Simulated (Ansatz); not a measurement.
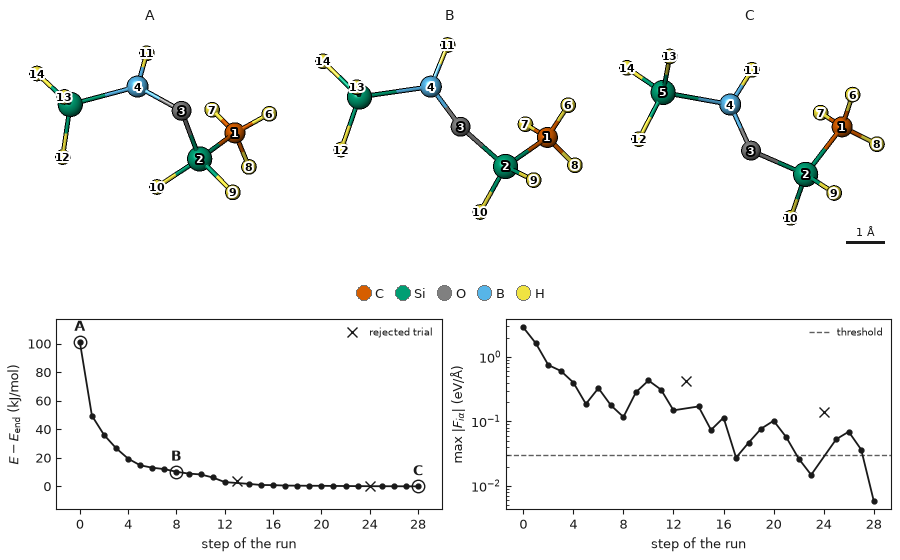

Frames of a relaxation of CH9BOSi2 (coarse preliminary run), marked on the history of the run. A ball-and-stick model, seen at a tilt.

The start comes from a force field.

Level of theory: RKS PBE-D4/def2-SVP (Ansatz). Settings: force threshold 0.03 eV/Å; at most 200 steps.

### Describe the path.

The energy falls by 101.3 kJ/mol in 26 accepted moves (28 points after the start). The largest force component goes from 2.9 to 0.0059 eV/Å. The line search rejected the trial steps at points 13, 24 of the run. The forces were under the threshold at step 17, but the run went on from there. The atom that moves furthest after the best rigid fit is O3 (1.54 Å). By element the largest moves are O 1.54 Å, H 1.45 Å, Si 0.59 Å, B 0.56 Å, C 0.26 Å. Among the contacts that change: B4–Si5 1.908 → 2.040 Å, O3–B4 1.465 → 1.354 Å, Si5–H13 1.433 → 1.512 Å, Si5–H14 1.443 → 1.511 Å. Among the angles between lasting bonds that change: Si2–O3–B4 109.8° → 133.3°, H13–Si5–H14 112.2° → 106.2°, O3–Si2–H10 111.1° → 105.6°. Groups turn about O3–B4 by about 90°, Si2–O3 by about 80°, B4–Si5 by about 55°. Cost: 34 s on 4 threads of Arm Neoverse V2, on a shared host. From step 0 to 8: O3 moves most (1.04 Å), energy −91.1 kJ/mol. From step 8 to 28: H13 moves most (0.92 Å), energy −10.2 kJ/mol.

```json
{"step": "0", "E − E(0), kJ/mol": "0.00", "largest force component, eV/Å": "2.8763", "note": ""}
{"step": "1", "E − E(0), kJ/mol": "-51.74", "largest force component, eV/Å": "1.6312", "note": ""}
{"step": "2", "E − E(0), kJ/mol": "-65.20", "largest force component, eV/Å": "0.7498", "note": ""}
{"step": "3", "E − E(0), kJ/mol": "-74.53", "largest force component, eV/Å": "0.6079", "note": ""}
{"step": "4", "E − E(0), kJ/mol": "-81.89", "largest force component, eV/Å": "0.4013", "note": ""}
{"step": "5", "E − E(0), kJ/mol": "-86.55", "largest force component, eV/Å": "0.1869", "note": ""}
{"step": "6", "E − E(0), kJ/mol": "-88.24", "largest force component, eV/Å": "0.3284", "note": ""}
{"step": "7", "E − E(0), kJ/mol": "-89.23", "largest force component, eV/Å": "0.1781", "note": ""}
{"step": "8", "E − E(0), kJ/mol": "-91.07", "largest force component, eV/Å": "0.1173", "note": ""}
{"step": "9", "E − E(0), kJ/mol": "-92.36", "largest force component, eV/Å": "0.2838", "note": ""}
{"step": "10", "E − E(0), kJ/mol": "-92.96", "largest force component, eV/Å": "0.4320", "note": ""}
{"step": "11", "E − E(0), kJ/mol": "-95.08", "largest force component, eV/Å": "0.3120", "note": ""}
{"step": "12", "E − E(0), kJ/mol": "-98.33", "largest force component, eV/Å": "0.1488", "note": ""}
{"step": "13", "E − E(0), kJ/mol": "-97.45", "largest force component, eV/Å": "0.4204", "note": "rejected"}
{"step": "14", "E − E(0), kJ/mol": "-99.58", "largest force component, eV/Å": "0.1708", "note": ""}
{"step": "15", "E − E(0), kJ/mol": "-100.36", "largest force component, eV/Å": "0.0738", "note": ""}
{"step": "16", "E − E(0), kJ/mol": "-100.45", "largest force component, eV/Å": "0.1146", "note": ""}
{"step": "17", "E − E(0), kJ/mol": "-100.77", "largest force component, eV/Å": "0.0274", "note": ""}
{"step": "18", "E − E(0), kJ/mol": "-100.83", "largest force component, eV/Å": "0.0468", "note": ""}
{"step": "19", "E − E(0), kJ/mol": "-100.91", "largest force component, eV/Å": "0.0771", "note": ""}
{"step": "20", "E − E(0), kJ/mol": "-100.92", "largest force component, eV/Å": "0.1025", "note": ""}
{"step": "21", "E − E(0), kJ/mol": "-101.03", "largest force component, eV/Å": "0.0574", "note": ""}
{"step": "22", "E − E(0), kJ/mol": "-101.08", "largest force component, eV/Å": "0.0266", "note": ""}
{"step": "23", "E − E(0), kJ/mol": "-101.15", "largest force component, eV/Å": "0.0149", "note": ""}
{"step": "24", "E − E(0), kJ/mol": "-101.05", "largest force component, eV/Å": "0.1418", "note": "rejected"}
{"step": "25", "E − E(0), kJ/mol": "-101.23", "largest force component, eV/Å": "0.0529", "note": ""}
{"step": "26", "E − E(0), kJ/mol": "-101.24", "largest force component, eV/Å": "0.0693", "note": ""}
{"step": "27", "E − E(0), kJ/mol": "-101.28", "largest force component, eV/Å": "0.0365", "note": ""}
{"step": "28", "E − E(0), kJ/mol": "-101.31", "largest force component, eV/Å": "0.0059", "note": ""}
```
